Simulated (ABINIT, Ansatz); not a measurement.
# InGaN2 (P3m1): G0W0 with ABINIT, start to end, part 2 of 3

Aim: the G0W0 gap of InGaN2 (P3m1) on LDA, step by step.

ABINIT 10.8.3; LDA and many-body steps on it, plane waves. Known limits of the many-body steps: not at the basis limit; exchange with frozen shells missing; screening runs away on this mesh; no spin-orbit coupling; coarse k mesh.

So far. Step 2 (Ground state): The gap is direct, at Γ.

## 3. Bands along the symmetry lines

Level of this step: DFT, LDA, plane waves, norm-conserving pseudopotentials (ABINIT).

Levels along a band path, at the cheap level, show where the edges lie and whether the meshes to come will hold them.

The input, run.abi:

```
acell 3*1.0 Angstrom
rprim 
  3.399288205422 -0.000000000005 0.000000000000
  -1.699644102707 2.943869940683 0.000000000000
  0.000000000000 0.000000000000 5.551613000000
ntypat 3
znucl 49 31 7
natom 4
typat 1 2 3 3
xred 
  0.000000000000 0.000000000000 0.998402000000
  0.666666666667 0.333333333333 0.495356000000
  0.666666666667 0.333333333333 0.145617000000
  0.000000000000 0.000000000000 0.602224000000
pp_dirpath "pseudos"
pseudos "In.upf, Ga.upf, N.upf"
ecut 36
iscf -2
irdden 1
kptopt 0
nkpt 75
kpt 
  0.00000000 0.00000000 0.00000000
  0.06250000 0.00000000 0.00000000
  0.12500000 0.00000000 0.00000000
  0.18750000 0.00000000 0.00000000
  0.25000000 0.00000000 0.00000000
  0.31250000 0.00000000 0.00000000
  0.37500000 0.00000000 0.00000000
  0.43750000 0.00000000 0.00000000
  0.50000000 0.00000000 0.00000000
  0.47916667 0.04166667 0.00000000
  0.45833333 0.08333333 0.00000000
  0.43750000 0.12500000 0.00000000
  0.41666666 0.16666666 0.00000000
  0.39583333 0.20833333 0.00000000
  0.37500000 0.25000000 0.00000000
  0.35416666 0.29166666 0.00000000
  0.33333333 0.33333333 0.00000000
  0.29166666 0.29166666 0.00000000
  0.25000000 0.25000000 0.00000000
  0.20833333 0.20833333 0.00000000
  0.16666666 0.16666666 0.00000000
  0.12500000 0.12500000 0.00000000
  0.08333333 0.08333333 0.00000000
  0.04166667 0.04166667 0.00000000
  0.00000000 0.00000000 0.00000000
  0.00000000 0.00000000 0.06250000
  0.00000000 0.00000000 0.12500000
  0.00000000 0.00000000 0.18750000
  0.00000000 0.00000000 0.25000000
  0.00000000 0.00000000 0.31250000
  0.00000000 0.00000000 0.37500000
  0.00000000 0.00000000 0.43750000
  0.00000000 0.00000000 0.50000000
  0.06250000 0.00000000 0.50000000
  0.12500000 0.00000000 0.50000000
  0.18750000 0.00000000 0.50000000
  0.25000000 0.00000000 0.50000000
  0.31250000 0.00000000 0.50000000
  0.37500000 0.00000000 0.50000000
  0.43750000 0.00000000 0.50000000
  0.50000000 0.00000000 0.50000000
  0.47916667 0.04166667 0.50000000
  0.45833333 0.08333333 0.50000000
  0.43750000 0.12500000 0.50000000
  0.41666666 0.16666666 0.50000000
  0.39583333 0.20833333 0.50000000
  0.37500000 0.25000000 0.50000000
  0.35416666 0.29166666 0.50000000
  0.33333333 0.33333333 0.50000000
  0.29166666 0.29166666 0.50000000
  0.25000000 0.25000000 0.50000000
  0.20833333 0.20833333 0.50000000
  0.16666666 0.16666666 0.50000000
  0.12500000 0.12500000 0.50000000
  0.08333333 0.08333333 0.50000000
  0.04166667 0.04166667 0.50000000
  0.00000000 0.00000000 0.50000000
  0.50000000 0.00000000 0.50000000
  0.50000000 0.00000000 0.43750000
  0.50000000 0.00000000 0.37500000
  0.50000000 0.00000000 0.31250000
  0.50000000 0.00000000 0.25000000
  0.50000000 0.00000000 0.18750000
  0.50000000 0.00000000 0.12500000
  0.50000000 0.00000000 0.06250000
  0.50000000 0.00000000 0.00000000
  0.33333333 0.33333333 0.50000000
  0.33333333 0.33333333 0.43750000
  0.33333333 0.33333333 0.37500000
  0.33333333 0.33333333 0.31250000
  0.33333333 0.33333333 0.25000000
  0.33333333 0.33333333 0.18750000
  0.33333333 0.33333333 0.12500000
  0.33333333 0.33333333 0.06250000
  0.33333333 0.33333333 0.00000000
istwfk *1
nband 25
nbdbuf 2
tolwfr 1e-08
nstep 40
prtwf 0
prtvol 0
indata_prefix "in"
outdata_prefix "out"
tmpdata_prefix "tmp"
```

Run with:

```bash
> OMP_NUM_THREADS=1 mpirun -n 4 abinit run.abi > log
```

Numbers of over 12 decimals in the logs are rounded to 6 here.

What it wrote:

```text
.Version 10.8.3 of ABINIT. v10.8.2 released Aug 2026.

 Symmetries : space group P3 m 1 (#156); Bravais hP (primitive hexag.)
[... echo of the input left out ...]
== DATASET  1 ==================================================================
-   mpi_nproc: 4, omp_nthreads: 1 (-1 if OMP is not activated)

--- !DatasetInfo
iteration_state: {dtset: 1, }
dimensions: {natom: 4, nkpt: 75, mband: 25, nsppol: 1, nspinor: 1, nspden: 1, mpw: 3899, }
cutoff_energies: {ecut:  36.0, pawecutdg:  -1.0, }
electrons: {nelect:   3.60000000E+01, charge:   0.00000000E+00, occopt:   1.00000000E+00, tsmear:   1.00000000E-02, }

 Real(R)+Recip(G) space primitive vectors, cartesian coordinates (Bohr,Bohr^-1):
 R(1)=  6.4237237  0.0000000  0.0000000  G(1)=  0.1556729  0.0898778  0.0000000
 R(2)= -3.2118619  5.5631079  0.0000000  G(2)=  0.0000000  0.1797556  0.0000000
 R(3)=  0.0000000  0.0000000 10.4910281  G(3)=  0.0000000  0.0000000  0.0953195
 Unit cell volume ucvol=  3.7490600E+02 bohr^3
 Angles (23,13,12)=  9.00000000E+01  9.00000000E+01  1.20000000E+02 degrees

 getcut: wavevector=  0.0000  0.0000  0.0000  ngfft=  36  36  60
         ecut(hartree)=     36.000   => boxcut(ratio)=   2.07491

--- Pseudopotential description ------------------------------------------------
- In Generated using ONCVPSP code by D. R. Hamann
- 49.00000  13.00000  180309                  znucl, zion, pspdat
12 -1012 2 -1 1894                            pspcod,pspxc,lmax,lloc,mmax
     nproj     2     2     2
  pspatm : epsatm=   25.24256259
         --- l  ekb(1:nproj) -->
             0    8.133624    1.226031
             1    5.976255    1.015318
             2   -4.092403   -1.250253
 pspatm: atomic psp has been read  and splines computed

- Ga Generated using ONCVPSP code by D. R. Hamann
- 31.00000  13.00000  180309                  znucl, zion, pspdat
12 -1012 2 -1 1858                            pspcod,pspxc,lmax,lloc,mmax
     nproj     2     2     2
  pspatm : epsatm=   24.58383104
         --- l  ekb(1:nproj) -->
[...]
pspatm: atomic psp has been read  and splines computed

- N Generated using ONCVPSP code by D. R. Hamann
-  7.00000   5.00000  180309                  znucl, zion, pspdat
12 -1012 1 -1 1058                            pspcod,pspxc,lmax,lloc,mmax
     nproj     2     2     0
  pspatm : epsatm=    5.30777321
         --- l  ekb(1:nproj) -->
[...]
pspatm: atomic psp has been read  and splines computed

--------------------------------------------------------------------------------

================================================================================
 prteigrs : about to open file out_EIG
 Non-SCF case, kpt    1 (  0.00000  0.00000  0.00000), residuals and eigenvalues=
  7.45E-09  4.12E-09  7.88E-09  8.73E-09  8.23E-09  3.94E-09  6.95E-09  2.18E-09
  8.73E-09  2.40E-09  6.99E-09  4.24E-09  6.72E-09  5.93E-09  4.08E-09  3.30E-09
[...]
Non-SCF case, kpt   74 (  0.33333  0.33333  0.06250), residuals and eigenvalues=
[...]
Non-SCF case, kpt   75 (  0.33333  0.33333  0.00000), residuals and eigenvalues=
[...]
-1.3930E-02  1.2566E-02  1.5058E-02  8.0723E-02  8.8667E-02  9.9418E-02
  3.5284E-01  4.0317E-01  4.0416E-01  4.5236E-01  4.8602E-01  5.2593E-01
[...]
--- !ResultsGS
iteration_state: {dtset: 1, }
comment   : Summary of ground state results
lattice_vectors:
- [  6.4237237,  -0.0000000,   0.0000000, ]
- [ -3.2118619,   5.5631079,   0.0000000, ]
- [  0.0000000,   0.0000000,  10.4910281, ]
lattice_lengths: [   6.42372,    6.42372,   10.49103, ]
lattice_angles: [ 90.000,  90.000, 120.000, ] # degrees, (23, 13, 12)
lattice_volume:   3.7490600E+02
convergence: {deltae:  0.000E+00, res2:  0.000E+00, residm:  9.979E-09, diffor:  0.000E+00, }
etotal    :  -1.63372695E+02
entropy   :   0.00000000E+00
fermie    :   1.84203326E-01
cartesian_stress_tensor: null
pressure_GPa: null
xred      :
- [  0.0000E+00,   0.0000E+00,   9.9840E-01, In]
- [  6.6667E-01,   3.3333E-01,   4.9536E-01, Ga]
- [  6.6667E-01,   3.3333E-01,   1.4562E-01,  N]
- [  0.0000E+00,   0.0000E+00,   6.0222E-01,  N]
cartesian_forces: null
force_length_stats: {min: null, max: null, mean: null, }

 Integrated electronic density in atomic spheres:
 ------------------------------------------------
 Atom  Sphere_radius  Integrated_density
[...]
================================================================================

 ----iterations are completed or convergence reached----

 Mean square residual over all n,k,spin=   58.497E-10; max=  99.795E-10
 reduced coordinates (array xred) for    4 atoms
[...]
0.666666666667      0.333333333333      0.145617000000
       0.000000000000      0.000000000000      0.602224000000

 cartesian coordinates (angstrom) at end:
    1      0.000000     0.000000     5.542742
    2      1.699644     0.981290     2.750025
    3      1.699644     0.981290     0.808409
    4      0.000000     0.000000     3.343315
 length scales=  1.889726125908  1.889726125908  1.889726125908 bohr
              =  1.000000000000  1.000000000000  1.000000000000 angstroms
 prteigrs : about to open file out_EIG
 Eigenvalues (hartree) for nkpt=  75  k points:
 kpt#   1, nband= 25, wtk=  1.00000, kpt=  0.0000  0.0000  0.0000 (reduced coord)
[...]
kpt#   2, nband= 25, wtk=  1.00000, kpt=  0.0625  0.0000  0.0000 (reduced coord)
[...]
kpt#   3, nband= 25, wtk=  1.00000, kpt=  0.1250  0.0000  0.0000 (reduced coord)
[...]
kpt#  74, nband= 25, wtk=  1.00000, kpt=  0.3333  0.3333  0.0625 (reduced coord)
[...]
0.57834
 kpt#  75, nband= 25, wtk=  1.00000, kpt=  0.3333  0.3333  0.0000 (reduced coord)
[...]
-0.29653   -0.29458   -0.23691   -0.21334   -0.01393    0.01257    0.01506    0.08072
   0.08867    0.09942    0.35284    0.40317    0.40416    0.45236    0.48602    0.52593
   0.57369

== END DATASET(S) ==============================================================
================================================================================

 -outvars: echo values of variables after computation  --------
            nband          25
             nkpt          75
          spgroup         156
 [... the other variables as echoed above ...]

 Calculation completed.
```

Wall time 42 s (4 MPI ranks of Arm Neoverse V1, shared host); peak memory 0.37 GiB.

This step gave:

- gap: 0.2522 eV
- k of the valence top: 0, 0, 0
- k of the conduction bottom: 0, 0, 0
- least direct gap: 0.2522 eV

The gap is 0.252 eV, as in the run before at this level.

The electronic bands at the labelled points (eV, zero at the top of the highest filled band):

```tsv
point	band 15	band 16	band 17	band 18	band 19	band 20	band 21	band 22
Γ	-1.15	-0.30	0.00	0.00	0.25	3.08	7.28	8.78
M	-3.80	-2.57	-2.06	-0.87	3.86	4.67	5.00	7.21
K	-4.60	-2.82	-2.60	-2.31	4.59	5.96	5.99	7.30
Γ	-1.15	-0.30	0.00	0.00	0.25	3.08	7.28	8.78
A	-0.91	-0.91	-0.27	-0.27	2.45	3.05	6.31	8.36
L	-2.11	-2.09	-1.54	-1.47	3.19	3.69	6.00	7.58
H	-3.88	-3.42	-1.74	-1.18	5.06	5.31	5.76	6.78
A	-0.91	-0.91	-0.27	-0.27	2.45	3.05	6.31	8.36
jump to L	-2.11	-2.09	-1.54	-1.47	3.19	3.69	6.00	7.58
M	-3.80	-2.57	-2.06	-0.87	3.86	4.67	5.00	7.21
jump to H	-3.88	-3.42	-1.74	-1.18	5.06	5.31	5.76	6.78
K	-4.60	-2.82	-2.60	-2.31	4.59	5.96	5.99	7.30
```

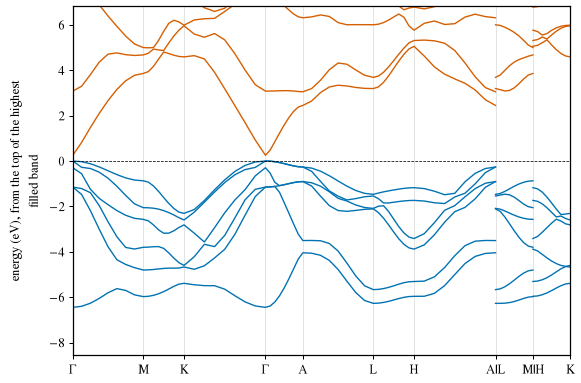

Electronic bands along the path; lines of filled and empty bands in two colours.

## 4. Empty states on the mesh, 3×3×2 mesh, 74 bands

The sums over transitions need many empty states on a uniform mesh; this step solves for them.

The input, run.abi:

```
acell 3*1.0 Angstrom
rprim 
  3.399288205422 -0.000000000005 0.000000000000
  -1.699644102707 2.943869940683 0.000000000000
  0.000000000000 0.000000000000 5.551613000000
ntypat 3
znucl 49 31 7
natom 4
typat 1 2 3 3
xred 
  0.000000000000 0.000000000000 0.998402000000
  0.666666666667 0.333333333333 0.495356000000
  0.666666666667 0.333333333333 0.145617000000
  0.000000000000 0.000000000000 0.602224000000
pp_dirpath "pseudos"
pseudos "In.upf, Ga.upf, N.upf"
ecut 36
ngkpt 3 3 2
nshiftk 1
shiftk 0 0 0
kptopt 1
chksymbreak 0
iscf -2
irdden 1
istwfk *1
nband 74
nbdbuf 6
tolwfr 1e-09
nstep 60
prtvol 0
indata_prefix "in"
outdata_prefix "out"
tmpdata_prefix "tmp"
```

What it wrote:

```text
.Version 10.8.3 of ABINIT. v10.8.2 released Aug 2026.

 Symmetries : space group P3 m 1 (#156); Bravais hP (primitive hexag.)
[... echo of the input left out ...]
== DATASET  1 ==================================================================
-   mpi_nproc: 4, omp_nthreads: 1 (-1 if OMP is not activated)

--- !DatasetInfo
iteration_state: {dtset: 1, }
dimensions: {natom: 4, nkpt: 6, mband: 74, nsppol: 1, nspinor: 1, nspden: 1, mpw: 3882, }
cutoff_energies: {ecut:  36.0, pawecutdg:  -1.0, }
electrons: {nelect:   3.60000000E+01, charge:   0.00000000E+00, occopt:   1.00000000E+00, tsmear:   1.00000000E-02, }

 Real(R)+Recip(G) space primitive vectors, cartesian coordinates (Bohr,Bohr^-1):
 R(1)=  6.4237237  0.0000000  0.0000000  G(1)=  0.1556729  0.0898778  0.0000000
 R(2)= -3.2118619  5.5631079  0.0000000  G(2)=  0.0000000  0.1797556  0.0000000
 R(3)=  0.0000000  0.0000000 10.4910281  G(3)=  0.0000000  0.0000000  0.0953195
 Unit cell volume ucvol=  3.7490600E+02 bohr^3
 Angles (23,13,12)=  9.00000000E+01  9.00000000E+01  1.20000000E+02 degrees

 getcut: wavevector=  0.0000  0.0000  0.0000  ngfft=  36  36  60
         ecut(hartree)=     36.000   => boxcut(ratio)=   2.07491

--- Pseudopotential description ------------------------------------------------
- In Generated using ONCVPSP code by D. R. Hamann
- 49.00000  13.00000  180309                  znucl, zion, pspdat
12 -1012 2 -1 1894                            pspcod,pspxc,lmax,lloc,mmax
     nproj     2     2     2
  pspatm : epsatm=   25.24256259
         --- l  ekb(1:nproj) -->
             0    8.133624    1.226031
             1    5.976255    1.015318
             2   -4.092403   -1.250253
 pspatm: atomic psp has been read  and splines computed

- Ga Generated using ONCVPSP code by D. R. Hamann
- 31.00000  13.00000  180309                  znucl, zion, pspdat
12 -1012 2 -1 1858                            pspcod,pspxc,lmax,lloc,mmax
     nproj     2     2     2
  pspatm : epsatm=   24.58383104
         --- l  ekb(1:nproj) -->
[...]
pspatm: atomic psp has been read  and splines computed

- N Generated using ONCVPSP code by D. R. Hamann
-  7.00000   5.00000  180309                  znucl, zion, pspdat
12 -1012 1 -1 1058                            pspcod,pspxc,lmax,lloc,mmax
     nproj     2     2     0
  pspatm : epsatm=    5.30777321
         --- l  ekb(1:nproj) -->
[...]
pspatm: atomic psp has been read  and splines computed

--------------------------------------------------------------------------------

================================================================================
 prteigrs : about to open file out_EIG
 Non-SCF case, kpt    1 (  0.00000  0.00000  0.00000), residuals and eigenvalues=
  6.90E-10  8.07E-10  4.80E-10  8.38E-10  5.26E-10  2.67E-10  7.00E-10  2.09E-10
  3.45E-10  2.48E-10  6.06E-10  5.26E-10  2.99E-10  2.05E-10  3.81E-10  3.20E-10
  3.12E-10  5.31E-10  2.21E-10  3.72E-10  5.37E-10  2.08E-10  3.66E-10  2.97E-10
[...]
4.22E-07  4.04E-06
 -3.6543E-01 -3.5886E-01 -3.2298E-01 -3.2298E-01 -3.1826E-01 -3.1805E-01
 -3.1805E-01 -3.0623E-01 -3.0623E-01 -2.9278E-01 -2.9278E-01 -2.4181E-01
 -5.2865E-02  1.4198E-01  1.4198E-01  1.7332E-01  1.8420E-01  1.8420E-01
[...]
1.8034E+00  1.8034E+00  1.8300E+00  1.8571E+00  1.9476E+00  1.9476E+00
  1.9615E+00  1.9839E+00  1.9839E+00  1.9854E+00  1.9854E+00  2.0284E+00
  2.0356E+00  2.0356E+00
 prteigrs : prtvol=0 or 1, do not print more k-points.

--- !ResultsGS
iteration_state: {dtset: 1, }
comment   : Summary of ground state results
lattice_vectors:
- [  6.4237237,  -0.0000000,   0.0000000, ]
- [ -3.2118619,   5.5631079,   0.0000000, ]
- [  0.0000000,   0.0000000,  10.4910281, ]
lattice_lengths: [   6.42372,    6.42372,   10.49103, ]
lattice_angles: [ 90.000,  90.000, 120.000, ] # degrees, (23, 13, 12)
lattice_volume:   3.7490600E+02
convergence: {deltae:  0.000E+00, res2:  0.000E+00, residm:  9.994E-10, diffor:  0.000E+00, }
etotal    :  -1.63372695E+02
entropy   :   0.00000000E+00
fermie    :   1.84203326E-01
cartesian_stress_tensor: null
pressure_GPa: null
xred      :
- [  0.0000E+00,   0.0000E+00,   9.9840E-01, In]
- [  6.6667E-01,   3.3333E-01,   4.9536E-01, Ga]
- [  6.6667E-01,   3.3333E-01,   1.4562E-01,  N]
- [  0.0000E+00,   0.0000E+00,   6.0222E-01,  N]
cartesian_forces: null
force_length_stats: {min: null, max: null, mean: null, }

 Integrated electronic density in atomic spheres:
 ------------------------------------------------
 Atom  Sphere_radius  Integrated_density
[...]
================================================================================

 ----iterations are completed or convergence reached----

 Mean square residual over all n,k,spin=   51.864E-11; max=  99.940E-11
 reduced coordinates (array xred) for    4 atoms
[...]
0.666666666667      0.333333333333      0.145617000000
       0.000000000000      0.000000000000      0.602224000000

 cartesian coordinates (angstrom) at end:
    1      0.000000     0.000000     5.542742
    2      1.699644     0.981290     2.750025
    3      1.699644     0.981290     0.808409
    4      0.000000     0.000000     3.343315
 length scales=  1.889726125908  1.889726125908  1.889726125908 bohr
              =  1.000000000000  1.000000000000  1.000000000000 angstroms
 prteigrs : about to open file out_EIG
 Eigenvalues (hartree) for nkpt=   6  k points:
 kpt#   1, nband= 74, wtk=  0.05556, kpt=  0.0000  0.0000  0.0000 (reduced coord)
[...]
1.73661    1.77212    1.77212    1.78202    1.80345    1.80345    1.82995    1.85712
   1.94760    1.94760    1.96151    1.98390    1.98390    1.98544    1.98544    2.02837
   2.03555    2.03556
 prteigrs : prtvol=0 or 1, do not print more k-points.

== END DATASET(S) ==============================================================
================================================================================

 -outvars: echo values of variables after computation  --------
            nband          74
             nkpt           6
          spgroup         156
 [... the other variables as echoed above ...]

 Calculation completed.
```

It took 19 s on 4 MPI ranks; peak memory 0.29 GiB; 75 s of CPU time.

This step gave:

* gap: 0.2522 eV
* k of the valence top: 0, 0, 0
* k of the conduction bottom: 0, 0, 0
* least direct gap: 0.2522 eV
* k points computed: 6
* lowest point of the top converged band, above the valence top: 44.24 eV

On this mesh the gap is 0.252 eV.

## 5. Screening, 3×3×2 mesh, 68 bands, screening to 119.7 eV

The RPA dielectric matrix is built and inverted for each q.

This step: RPA screening on LDA, plane waves, norm-conserving pseudopotentials.

Changes to run.abi since step 4:

```diff
@@ -22,10 +22,11 @@
 chksymbreak 0
-iscf -2
-irdden 1
 istwfk *1
-nband 74
-nbdbuf 6
-tolwfr 1e-09
-nstep 60
-prtvol 0
+occopt 1
+irdwfk 1
+optdriver 3
+nband 68
+ecuteps 4.4
+inclvkb 2
+awtr 1
+symchi 1
 indata_prefix "in"
```

What it wrote:

```text
.Version 10.8.3 of ABINIT. v10.8.2 released Aug 2026.

 Symmetries : space group P3 m 1 (#156); Bravais hP (primitive hexag.)
[... echo of the input left out ...]
== DATASET  1 ==================================================================
-   mpi_nproc: 4, omp_nthreads: 1 (-1 if OMP is not activated)

--- !DatasetInfo
iteration_state: {dtset: 1, }
dimensions: {natom: 4, nkpt: 6, mband: 68, nsppol: 1, nspinor: 1, nspden: 1, mpw: 3882, }
cutoff_energies: {ecut:  36.0, pawecutdg:  -1.0, }
electrons: {nelect:   3.60000000E+01, charge:   0.00000000E+00, occopt:   1.00000000E+00, tsmear:   1.00000000E-02, }

 SCREENING: Calculation of the susceptibility and dielectric matrices

 Based on a program developped by R.W. Godby, V. Olevano, G. Onida, and L. Reining.
 Incorporated in ABINIT by V. Olevano, G.-M. Rignanese, and M. Torrent.
.Using double precision arithmetic ; gwpc =  8

[... cell and pseudopotentials left out ...]
--------------------------------------------------------------------------------

 ==== K-mesh for the wavefunctions ====
 Number of points in the irreducible wedge :     6
[... list of points left out ...]
 Together with  6 symmetry operations and time-reversal symmetry
 yields    18 points in the full Brillouin Zone.

 ==== Q-mesh for the screening function ====
 Number of points in the irreducible wedge :     6
[... list of points left out ...]
 Together with  6 symmetry operations and time-reversal symmetry
 yields    18 points in the full Brillouin Zone.

 setmesh: FFT mesh size selected  =    24x   24x   40
          total number of points  =        23040

 vcoul_init : cutoff-mode = AUXILIARY_FUNCTION
 q-points for optical limit:   1
     1)      0.000010    0.000020    0.000030

- screening: taking advantage of time-reversal symmetry
- Maximum band index for partially occupied states nbvw = 18
- Remaining bands to be divided among processors   nbcw = 50
- Number of bands treated by each node ~12

 Number of electrons calculated from density =   36.0000; Expected =   36.0000
 average of density, n =  0.096024
 r_s =    1.3547
 omega_plasma =   29.8914 [eV]

 calculating chi0 at frequencies [eV] :
  1    0.000000E+00    0.000000E+00
  2    0.000000E+00    2.989136E+01

--------------------------------------------------------------------------------
  q-point number  1        q = ( 0.000000, 0.000000, 0.000000) [r.l.u.]
--------------------------------------------------------------------------------
[... chi0 elements left out ...]
 For q-point:  0.000010 0.000020 0.000030
  dielectric constant = 562.3465
  dielectric constant without local fields = 707.8640

  Average fulfillment of the sum rule on Im[epsilon] for q-point    1 :     46.31  [%]
[... wings left out ...]
  q-point number  2        q = ( 0.333333, 0.000000, 0.000000) [r.l.u.]
--------------------------------------------------------------------------------
[... chi0 elements left out ...]
  Average fulfillment of the sum rule on Im[epsilon] for q-point    2 :     54.29  [%]

 [... 4 further q-points ...]
```

The job ended after 12 s (4 MPI ranks; peak memory 0.61 GiB; 47 s of CPU time).

This step gave:

| Property | Result |
| --- | --- |
| ε∞ with local fields, on this mesh, along the program's q direction | 562.3 |
| the same without local fields | 707.9 |
| plasma frequency | 29.89 eV |
| plane waves in the screening matrix | 147 |

Local fields lower ε∞ by 21 %. The value itself is an artefact of the mesh, where one narrow direct gap carries too much weight.

(Continued in part 3 of 3.)

[Paths, hosts, dates, memory and timing lines, banners, echoed tables and standing remarks are left out of the program output.]

[Logs are printed without paths, hosts, clocks, repeated set-up lines and the standing remarks that a program may print on its own settings, such as how far it seeks lower states.]

[Runs of the session that timed out or met a known fault of the program may be left out.]

[Hosts, paths, dates, database ids (printed as entryN), source tags and the programs' standing remarks are cut or masked in the printed files.]

[G0W0 gaps are taken among the corrected bands and points alone; a level outside them can change the order at an edge.]

[Where Ansatz stands beside ABINIT at settings called matched, ABINIT's density can come from a denser mesh and the files from another edition; pairs whose starting gaps differed by over 0.03 eV were left out, so agreement reads better than it is.]
